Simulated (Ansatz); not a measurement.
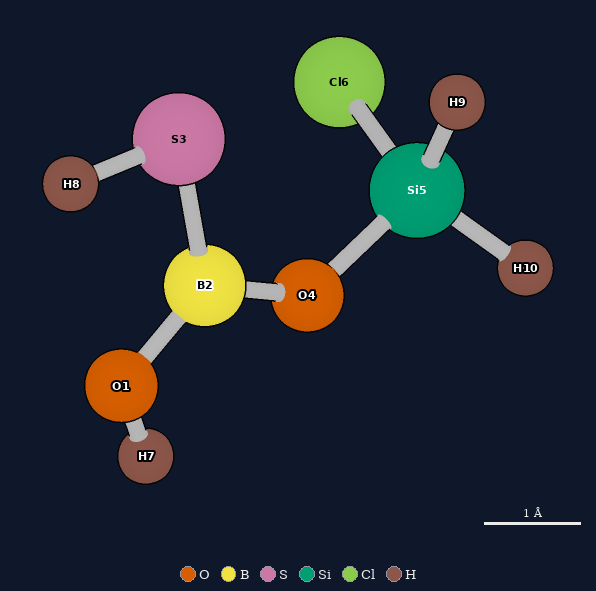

The starting structure (ball-and-stick view, seen at a tilt; atoms are numbered from 1 in the order of the input). Bond lengths as drawn: B–O 1.37 to 1.38 Å, B–S 1.83 Å, Cl–Si 2.07 Å, H–O 0.98 Å, H–S 1.36 Å, H–Si 1.49 to 1.50 Å and O–Si 1.68 Å.

Geometry relaxation, with input and output: BSiH₄SClO₂ (part 1 of 2)

System: BSiH₄SClO₂, SMILES OB(S)O[SiH2]Cl.
Method: RKS B3LYP-D4/def2-SVP (Ansatz 0.2.0).

Figures and captions count atoms from 1; the log counts them from 0 in places.

### Output
```
The last accepted step is kept in [file] (removed where the run ends without a failure and the disk answers)
Engine: ansatz 0.2.0, aarch64-unknown-linux-gnu
Functional definition: B3LYP
  parameter a0 = 0.2
  parameter ax = 0.72
  parameter ac = 0.81
  exchange = (1 - a0 - ax)*slater_x + ax*b88_x + a0*exact_x
  correlation = (1 - ac)*vwn_rpa_c + ac*lyp_c
1183 factors; integrals over basis functions are off by at most 2.8e-4 eV
mean field evaluation 1: about -36058.2552 eV, gradient 6.3e1 eV
mean field evaluation 2: about -36044.3912 eV, gradient 1.1e2 eV
mean field evaluation 4: about -36065.1652 eV, gradient 4.5e0 eV
mean field evaluation 8: about -36065.2379 eV, gradient 2.9e-1 eV
mean field evaluation 16: about -36065.2382 eV, gradient 2.6e-5 eV
mean field -36065.23816737 eV, -1325.3730567544 hartree, gradient 2.6e-5 eV, S^2 0.000000; 0 other end points of the search recorded, 0 dependent functions left out
the calculation of the forces begins
reference -36065.23843493 eV, -1325.3730665869 hartree; 36, 36 occupied and 80, 80 virtual orbitals, 1183 factors
relax step   1: F+E_penalty+E_count = -36065.70537217 eV  Δ(F+E_penalty+E_count) = +0.000e0 eV  max|allowed force component| = 5.377e-1 eV/Å  Δτ_max = 0.0000 Å  (28 SCF iters, accepted)
these checks for a lower state are left out or cut short: starts, cluster_reference, orbital_swaps, neighbouring_geometries, increment
1183 factors; integrals over basis functions are off by at most 2.7e-4 eV
mean field -36065.24991428 eV, -1325.3734884454 hartree, gradient 8.7e-6 eV, S^2 0.000000; 0 other end points of the search recorded, 0 dependent functions left out
[... from here on the field's lines of each further geometry are left out, up to the last ...]
relax step   2: F+E_penalty+E_count = -36065.71787102 eV  Δ(F+E_penalty+E_count) = -1.250e-2 eV  max|allowed force component| = 2.175e-1 eV/Å  Δτ_max = 0.0143 Å  (32 SCF iters, accepted)
relax step   3: F+E_penalty+E_count = -36065.72073341 eV  Δ(F+E_penalty+E_count) = -2.862e-3 eV  max|allowed force component| = 9.326e-2 eV/Å  Δτ_max = 0.0114 Å  (32 SCF iters, accepted)
relax step   4: F+E_penalty+E_count = -36065.72144873 eV  Δ(F+E_penalty+E_count) = -7.153e-4 eV  max|allowed force component| = 6.598e-2 eV/Å  Δτ_max = 0.0112 Å  (32 SCF iters, accepted)
relax step   5: F+E_penalty+E_count = -36065.72230555 eV  Δ(F+E_penalty+E_count) = -8.568e-4 eV  max|allowed force component| = 3.050e-2 eV/Å  Δτ_max = 0.0149 Å  (32 SCF iters, accepted)
relax step   6: F+E_penalty+E_count = -36065.72281708 eV  Δ(F+E_penalty+E_count) = -5.115e-4 eV  max|allowed force component| = 3.296e-2 eV/Å  Δτ_max = 0.0272 Å  (31 SCF iters, accepted)
relax step   7: F+E_penalty+E_count = -36065.72304885 eV  Δ(F+E_penalty+E_count) = -2.318e-4 eV  max|allowed force component| = 1.401e-2 eV/Å  Δτ_max = 0.0206 Å  (31 SCF iters, accepted)
relax step   8: F+E_penalty+E_count = -36065.72314374 eV  Δ(F+E_penalty+E_count) = -9.490e-5 eV  max|allowed force component| = 1.604e-2 eV/Å  Δτ_max = 0.0223 Å  (31 SCF iters, accepted)
relax step   9: F+E_penalty+E_count = -36065.72320698 eV  Δ(F+E_penalty+E_count) = -6.324e-5 eV  max|allowed force component| = 3.209e-2 eV/Å  Δτ_max = 0.0201 Å  (31 SCF iters, accepted)
relax step  10: F+E_penalty+E_count = -36065.72328996 eV  Δ(F+E_penalty+E_count) = -8.298e-5 eV  max|allowed force component| = 2.618e-2 eV/Å  Δτ_max = 0.0149 Å  (24 SCF iters, accepted)
relax step  11: F+E_penalty+E_count = -36065.72347756 eV  Δ(F+E_penalty+E_count) = -1.876e-4 eV  max|allowed force component| = 4.735e-2 eV/Å  Δτ_max = 0.0860 Å  (30 SCF iters, accepted)
relax step  12: F+E_penalty+E_count = -36065.72367519 eV  Δ(F+E_penalty+E_count) = -1.976e-4 eV  max|allowed force component| = 3.164e-2 eV/Å  Δτ_max = 0.0092 Å  (24 SCF iters, accepted)
relax step  13: F+E_penalty+E_count = -36065.72399234 eV  Δ(F+E_penalty+E_count) = -3.172e-4 eV  max|allowed force component| = 1.955e-2 eV/Å  Δτ_max = 0.0308 Å  (31 SCF iters, accepted)
relax step  14: F+E_penalty+E_count = -36065.72418849 eV  Δ(F+E_penalty+E_count) = -1.961e-4 eV  max|allowed force component| = 7.029e-2 eV/Å  Δτ_max = 0.0862 Å  (30 SCF iters, accepted)
relax step  15: F+E_penalty+E_count = -36065.72435420 eV  Δ(F+E_penalty+E_count) = -1.657e-4 eV  max|allowed force component| = 7.455e-2 eV/Å  Δτ_max = 0.0354 Å  (31 SCF iters, accepted)
relax step  16: F+E_penalty+E_count = -36065.72492853 eV  Δ(F+E_penalty+E_count) = -5.743e-4 eV  max|allowed force component| = 4.993e-2 eV/Å  Δτ_max = 0.0047 Å  (24 SCF iters, accepted)
relax step  17: F+E_penalty+E_count = -36065.72551789 eV  Δ(F+E_penalty+E_count) = -5.894e-4 eV  max|allowed force component| = 8.612e-3 eV/Å  Δτ_max = 0.0261 Å  (31 SCF iters, accepted)
relax step  18: F+E_penalty+E_count = -36065.72639393 eV  Δ(F+E_penalty+E_count) = -8.760e-4 eV  max|allowed force component| = 5.281e-2 eV/Å  Δτ_max = 0.0918 Å  (30 SCF iters, accepted)
relax step  19: F+E_penalty+E_count = -36065.72550271 eV  Δ(F+E_penalty+E_count) = +8.912e-4 eV  max|allowed force component| = 1.718e-1 eV/Å  Δτ_max = 0.1270 Å  (30 SCF iters, rejected (line search))
relax step  20: F+E_penalty+E_count = -36065.72703535 eV  Δ(F+E_penalty+E_count) = -6.414e-4 eV  max|allowed force component| = 7.950e-2 eV/Å  Δτ_max = 0.0619 Å  (31 SCF iters, accepted)
relax step  21: F+E_penalty+E_count = -36065.72724107 eV  Δ(F+E_penalty+E_count) = -2.057e-4 eV  max|allowed force component| = 1.297e-1 eV/Å  Δτ_max = 0.0982 Å  (30 SCF iters, accepted)
relax step  22: F+E_penalty+E_count = -36065.72785212 eV  Δ(F+E_penalty+E_count) = -6.110e-4 eV  max|allowed force component| = 9.024e-2 eV/Å  Δτ_max = 0.0097 Å  (25 SCF iters, accepted)
relax step  23: F+E_penalty+E_count = -36065.72849094 eV  Δ(F+E_penalty+E_count) = -6.388e-4 eV  max|allowed force component| = 1.384e-2 eV/Å  Δτ_max = 0.0252 Å  (31 SCF iters, accepted)
relax step  24: F+E_penalty+E_count = -36065.72869848 eV  Δ(F+E_penalty+E_count) = -2.075e-4 eV  max|allowed force component| = 3.263e-2 eV/Å  Δτ_max = 0.0395 Å  (31 SCF iters, accepted)
relax step  25: F+E_penalty+E_count = -36065.72877303 eV  Δ(F+E_penalty+E_count) = -7.455e-5 eV  max|allowed force component| = 3.319e-2 eV/Å  Δτ_max = 0.0418 Å  (31 SCF iters, accepted)
relax step  26: F+E_penalty+E_count = -36065.72885610 eV  Δ(F+E_penalty+E_count) = -8.306e-5 eV  max|allowed force component| = 1.647e-2 eV/Å  Δτ_max = 0.0111 Å  (24 SCF iters, accepted)
relax step  27: F+E_penalty+E_count = -36065.72891225 eV  Δ(F+E_penalty+E_count) = -5.615e-5 eV  max|allowed force component| = 7.857e-3 eV/Å  Δτ_max = 0.0044 Å  (23 SCF iters, accepted)
relax step  28: F+E_penalty+E_count = -36065.72893637 eV  Δ(F+E_penalty+E_count) = -2.412e-5 eV  max|allowed force component| = 6.382e-3 eV/Å  Δτ_max = 0.0051 Å  (23 SCF iters, accepted)
relax step  29: F+E_penalty+E_count = -36065.72894928 eV  Δ(F+E_penalty+E_count) = -1.291e-5 eV  max|allowed force component| = 1.117e-2 eV/Å  Δτ_max = 0.0099 Å  (24 SCF iters, accepted)
relax step  30: F+E_penalty+E_count = -36065.72895540 eV  Δ(F+E_penalty+E_count) = -6.117e-6 eV  max|allowed force component| = 8.078e-3 eV/Å  Δτ_max = 0.0065 Å  (24 SCF iters, accepted)
relax step  31: F+E_penalty+E_count = -36065.72895888 eV  Δ(F+E_penalty+E_count) = -3.483e-6 eV  max|allowed force component| = 5.177e-3 eV/Å  Δτ_max = 0.0022 Å  (21 SCF iters, accepted)
relax step  32: F+E_penalty+E_count = -36065.72896141 eV  Δ(F+E_penalty+E_count) = -2.533e-6 eV  max|allowed force component| = 3.040e-3 eV/Å  Δτ_max = 0.0012 Å  (20 SCF iters, accepted)
relax step  33: F+E_penalty+E_count = -36065.72896264 eV  Δ(F+E_penalty+E_count) = -1.225e-6 eV  max|allowed force component| = 3.560e-3 eV/Å  Δτ_max = 0.0017 Å  (20 SCF iters, accepted)
the calculation of the forces begins
reference -36065.25027559 eV, -1325.3735017232 hartree; 36, 36 occupied and 80, 80 virtual orbitals, 1185 factors
relax step  34: F+E_penalty+E_count = -36065.72896335 eV  Δ(F+E_penalty+E_count) = -7.162e-7 eV  max|allowed force component| = 2.270e-3 eV/Å  Δτ_max = 0.0008 Å  (20 SCF iters, accepted)
```

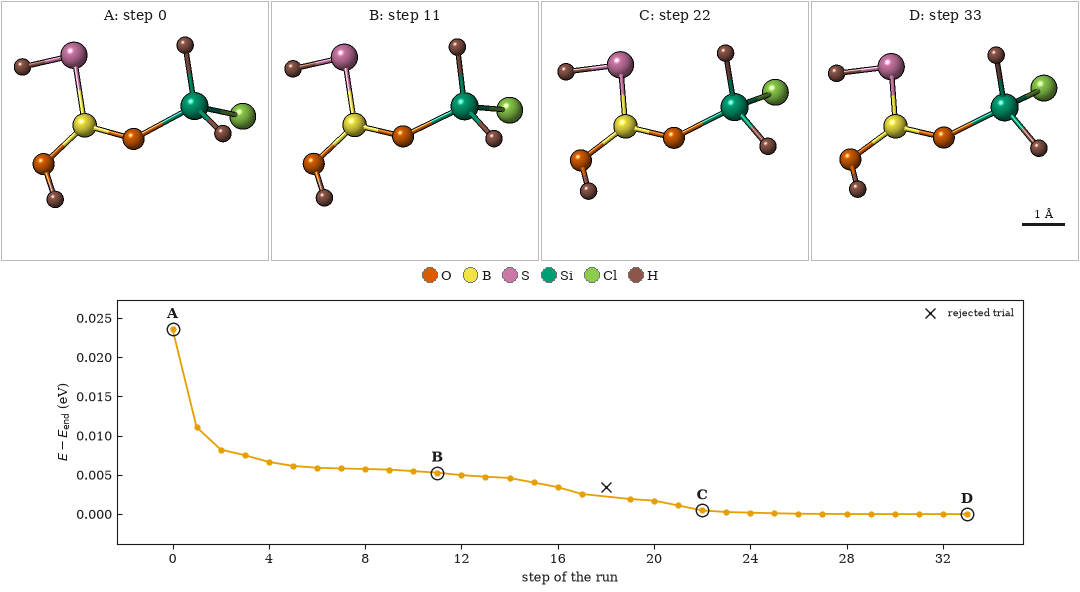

Frames of the relaxation (ball-and-stick view, seen at a tilt) above the curves, on which the letters mark them (the first geometry is step 0 here and step 1 in the log).

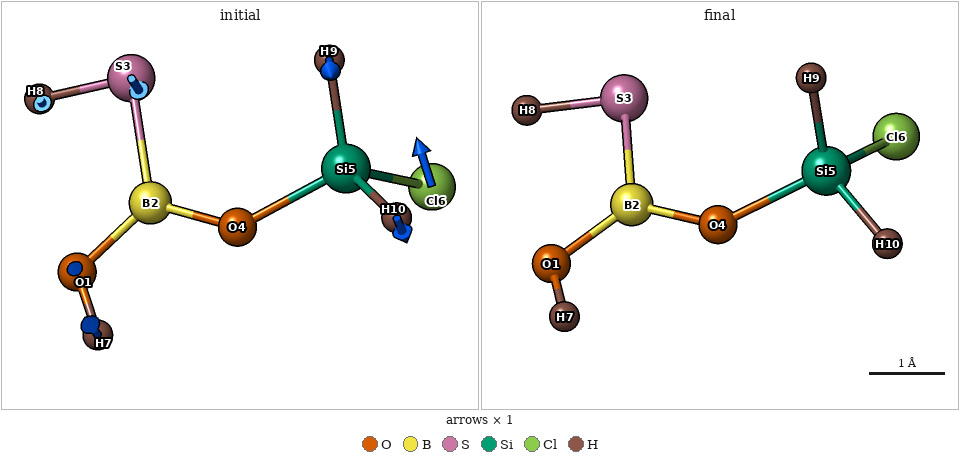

Before (left) and after (right) the relaxation, at one scale (ball-and-stick view, seen at a tilt). The blue arrows give the displacements, at true length. The energy falls by 0.024 eV in 33 geometry steps. The largest force component goes from 0.54 to 0.0023 eV/Å. The line search rejected the trial step at point 18 (counted from 0) and went back. Cl6 moves most after the best rigid fit: 0.71 Å. By element the largest moves are Cl 0.71 Å, H 0.64 Å, S 0.62 Å, O 0.27 Å, B 0.08 Å, Si 0.06 Å. Among the contacts that change: O4–Si5 1.678 → 1.661 Å, Si5–H9 1.498 → 1.483 Å, Si5–H10 1.493 → 1.480 Å, B2–O4 1.382 → 1.372 Å. Among the angles that change: B2–O4–Si5 133.5° → 138.6°. (Atoms are counted from 1 in the order of the input.)

```
1185 factors; integrals over basis functions are off by at most 2.8e-4 eV
mean field -36065.25000708 eV, -1325.3734918559 hartree, gradient 3.1e-5 eV, S^2 0.000000; 1 other end points of the search recorded, 0 dependent functions left out
the calculation of the forces begins
reference -36065.25027559 eV, -1325.3735017232 hartree; 36, 36 occupied and 80, 80 virtual orbitals, 1185 factors
Total energy: -36065.72923186 eV, -1325.3911030415 hartree
Atom 0 at     1.145827    -1.819518    -0.888410 Å, force     0.000897     0.000053    -0.000836 eV/Å
Atom 1 at     0.311398    -0.978538    -0.226022 Å, force    -0.002270     0.000420     0.001169 eV/Å
Atom 2 at    -0.858707    -1.655391     1.008642 Å, force     0.000630    -0.000313    -0.000226 eV/Å
Atom 3 at     0.351953     0.368762    -0.480353 Å, force     0.000409     0.000514     0.000586 eV/Å
Atom 4 at    -0.256907     1.776016     0.158694 Å, force     0.000359    -0.000055    -0.000141 eV/Å
Atom 5 at    -2.321997     1.683831     0.243936 Å, force    -0.000806    -0.000488    -0.000170 eV/Å
Atom 6 at     1.718743    -1.343830    -1.505852 Å, force     0.000210    -0.000482    -0.000141 eV/Å
Atom 7 at    -0.403965    -2.925121     0.917761 Å, force    -0.000145     0.000392    -0.000071 eV/Å
Atom 8 at     0.261684     1.973870     1.533499 Å, force     0.000429    -0.000008     0.000085 eV/Å
Atom 9 at     0.135170     2.868617    -0.758795 Å, force     0.000288    -0.000033    -0.000254 eV/Å
Dipole moment:     0.445627     0.133474    -0.175533 e Å
```

### Trajectory as extended XYZ (Å, eV, eV/Å), 34 frames, from step=1 to step=34
```
10
Properties=species:S:1:pos:R:3:forces:R:3 step=1 energy=-36065.70537
O     0.9267   -1.8708   -1.0462   -0.0305   0.5377  -0.0719
B     0.3780   -0.9585   -0.1894    0.1396   0.0590  -0.2720
S    -0.3747   -1.5407    1.3791    0.0923  -0.2424  -0.1347
O     0.4002    0.3865   -0.5065   -0.1981  -0.1192   0.2866
Si   -0.3025    1.7460    0.1811    0.2367  -0.0407  -0.0383
Cl   -2.2762    1.8930   -0.4330    0.0872  -0.0254   0.0293
H     1.2733   -1.4255   -1.8424   -0.1242  -0.2135   0.2992
H    -0.1232   -2.8545    1.1279   -0.0635   0.2267   0.0761
H    -0.2705    1.6497    1.6752   -0.0054   0.0158  -0.2751
H     0.4522    2.9235   -0.3427   -0.1340  -0.1981   0.1009
10
Properties=species:S:1:pos:R:3:forces:R:3 step=2 energy=-36065.71787
O     0.9245   -1.8584   -1.0471   -0.0338   0.2175   0.0004
B     0.3756   -0.9554   -0.1898    0.0962  -0.0024  -0.1418
S    -0.3736   -1.5458    1.3756    0.0198  -0.0789  -0.0354
O     0.3978    0.3852   -0.5012   -0.1345  -0.0090   0.1964
Si   -0.2979    1.7458    0.1789    0.1318  -0.1011  -0.0571
Cl   -2.2687    1.8823   -0.4309   -0.0034   0.0014  -0.0059
H     1.2702   -1.4153   -1.8378   -0.0254  -0.0872   0.0718
H    -0.1285   -2.8564    1.1341   -0.0196   0.0943   0.0169
H    -0.2676    1.6518    1.6614    0.0053   0.0115  -0.0627
H     0.4513    2.9150   -0.3402   -0.0364  -0.0461   0.0174
10
Properties=species:S:1:pos:R:3:forces:R:3 step=3 energy=-36065.72073
O     0.9237   -1.8507   -1.0479    0.0043   0.0141   0.0240
B     0.3803   -0.9549   -0.1861   -0.0137  -0.0371  -0.0550
S    -0.3750   -1.5500    1.3737    0.0044   0.0105   0.0128
O     0.3960    0.3830   -0.4901   -0.0460   0.0465   0.0933
Si   -0.2963    1.7428    0.1802    0.0388  -0.0206  -0.0571
Cl   -2.2664    1.8784   -0.4326   -0.0120  -0.0042   0.0037
H     1.2683   -1.4108   -1.8373    0.0192  -0.0142  -0.0347
H    -0.1330   -2.8561    1.1300    0.0005  -0.0164  -0.0005
H    -0.2609    1.6591    1.6586   -0.0073   0.0052   0.0230
H     0.4466    2.9077   -0.3453    0.0117   0.0164  -0.0095
10
Properties=species:S:1:pos:R:3:forces:R:3 step=4 energy=-36065.72145
O     0.9251   -1.8478   -1.0487   -0.0231  -0.0367  -0.0037
B     0.3711   -0.9576   -0.1894    0.0660  -0.0227   0.0301
S    -0.3749   -1.5574    1.3730   -0.0268   0.0321   0.0058
O     0.3926    0.3821   -0.4817   -0.0379   0.0219   0.0243
Si   -0.2940    1.7457    0.1797   -0.0179   0.0064  -0.0195
Cl   -2.2660    1.8779   -0.4294   -0.0100   0.0038  -0.0038
H     1.2733   -1.4094   -1.8368    0.0224   0.0060  -0.0412
H    -0.1313   -2.8624    1.1293    0.0062  -0.0373  -0.0087
H    -0.2622    1.6702    1.6583    0.0054   0.0080   0.0313
H     0.4495    2.9072   -0.3514    0.0158   0.0184  -0.0147
10
Properties=species:S:1:pos:R:3:forces:R:3 step=5 energy=-36065.72231
O     0.9262   -1.8467   -1.0500   -0.0042  -0.0305  -0.0043
B     0.3747   -0.9597   -0.1859    0.0208  -0.0079   0.0127
S    -0.3757   -1.5661    1.3722   -0.0143   0.0283   0.0051
O     0.3906    0.3816   -0.4730   -0.0102  -0.0118   0.0141
Si   -0.2945    1.7486    0.1800   -0.0230   0.0251  -0.0004
Cl   -2.2678    1.8791   -0.4276    0.0011   0.0011  -0.0020
H     1.2749   -1.4088   -1.8386    0.0108   0.0093  -0.0208
H    -0.1337   -2.8711    1.1253    0.0070  -0.0261  -0.0093
H    -0.2614    1.6850    1.6599    0.0044   0.0036   0.0170
H     0.4499    2.9068   -0.3592    0.0075   0.0090  -0.0121
10
Properties=species:S:1:pos:R:3:forces:R:3 step=6 energy=-36065.72282
O     0.9292   -1.8450   -1.0511    0.0050  -0.0153  -0.0042
B     0.3753   -0.9647   -0.1811   -0.0067   0.0278   0.0032
S    -0.3805   -1.5816    1.3704    0.0025  -0.0016  -0.0124
O     0.3861    0.3794   -0.4573    0.0083  -0.0330   0.0064
Si   -0.2952    1.7541    0.1827   -0.0049   0.0213  -0.0162
Cl   -2.2693    1.8814   -0.4239    0.0013  -0.0044   0.0117
H     1.2810   -1.4049   -1.8376   -0.0057   0.0107   0.0089
H    -0.1360   -2.8856    1.1147    0.0005  -0.0017   0.0023
H    -0.2546    1.7109    1.6646   -0.0027   0.0013  -0.0082
H     0.4472    2.9047   -0.3783    0.0025  -0.0050   0.0086
10
Properties=species:S:1:pos:R:3:forces:R:3 step=7 energy=-36065.72305
O     0.9316   -1.8445   -1.0502    0.0070   0.0033  -0.0019
B     0.3744   -0.9652   -0.1808   -0.0107  -0.0054   0.0140
S    -0.3947   -1.5856    1.3624    0.0023  -0.0005  -0.0054
O     0.3916    0.3791   -0.4521   -0.0021  -0.0014  -0.0060
Si   -0.2929    1.7554    0.1815    0.0023   0.0076  -0.0029
Cl   -2.2727    1.8693   -0.4076    0.0001  -0.0048   0.0028
H     1.2908   -1.3987   -1.8302   -0.0001   0.0001  -0.0012
H    -0.1445   -2.8890    1.1091   -0.0015   0.0000  -0.0004
H    -0.2417    1.7232    1.6630    0.0002   0.0011  -0.0003
H     0.4412    2.9047   -0.3919    0.0026   0.0000   0.0012
10
Properties=species:S:1:pos:R:3:forces:R:3 step=8 energy=-36065.72314
O     0.9354   -1.8425   -1.0488    0.0069   0.0123  -0.0010
B     0.3729   -0.9660   -0.1797   -0.0078  -0.0160   0.0109
S    -0.4082   -1.5911    1.3555    0.0024   0.0004  -0.0050
O     0.3943    0.3790   -0.4462   -0.0001   0.0117  -0.0078
Si   -0.2904    1.7581    0.1811    0.0046  -0.0140   0.0039
Cl   -2.2759    1.8537   -0.3921    0.0032   0.0054   0.0019
H     1.3009   -1.3922   -1.8234   -0.0007  -0.0071   0.0012
H    -0.1552   -2.8939    1.1013   -0.0018   0.0027  -0.0011
H    -0.2269    1.7387    1.6624   -0.0008   0.0026  -0.0006
H     0.4364    2.9047   -0.4070   -0.0059   0.0018  -0.0024
10
Properties=species:S:1:pos:R:3:forces:R:3 step=9 energy=-36065.72321
O     0.9409   -1.8415   -1.0466    0.0038   0.0204  -0.0013
B     0.3718   -0.9672   -0.1792    0.0016  -0.0321   0.0122
S    -0.4215   -1.5957    1.3481    0.0005   0.0037  -0.0055
O     0.3978    0.3781   -0.4419   -0.0086   0.0288  -0.0084
Si   -0.2878    1.7588    0.1810   -0.0027  -0.0020   0.0028
Cl   -2.2788    1.8445   -0.3748    0.0027  -0.0013   0.0014
H     1.3126   -1.3874   -1.8161   -0.0003  -0.0140   0.0026
H    -0.1665   -2.8980    1.0936   -0.0013   0.0016  -0.0019
H    -0.2120    1.7522    1.6618    0.0030  -0.0018  -0.0019
H     0.4268    2.9050   -0.4228    0.0013  -0.0034   0.0000
10
Properties=species:S:1:pos:R:3:forces:R:3 step=10 energy=-36065.72329
O     0.9465   -1.8407   -1.0438    0.0008   0.0184   0.0009
B     0.3716   -0.9674   -0.1790    0.0039  -0.0262   0.0053
S    -0.4304   -1.5968    1.3431    0.0005   0.0033  -0.0070
O     0.3984    0.3781   -0.4413   -0.0096   0.0234  -0.0087
Si   -0.2871    1.7591    0.1805   -0.0003   0.0035   0.0060
Cl   -2.2823    1.8383   -0.3616    0.0060  -0.0019   0.0014
H     1.3214   -1.3861   -1.8114   -0.0003  -0.0132   0.0047
H    -0.1752   -2.8988    1.0878   -0.0006  -0.0007   0.0003
H    -0.2009    1.7585    1.6609    0.0014  -0.0022  -0.0031
H     0.4213    2.9046   -0.4322   -0.0018  -0.0044   0.0002
```
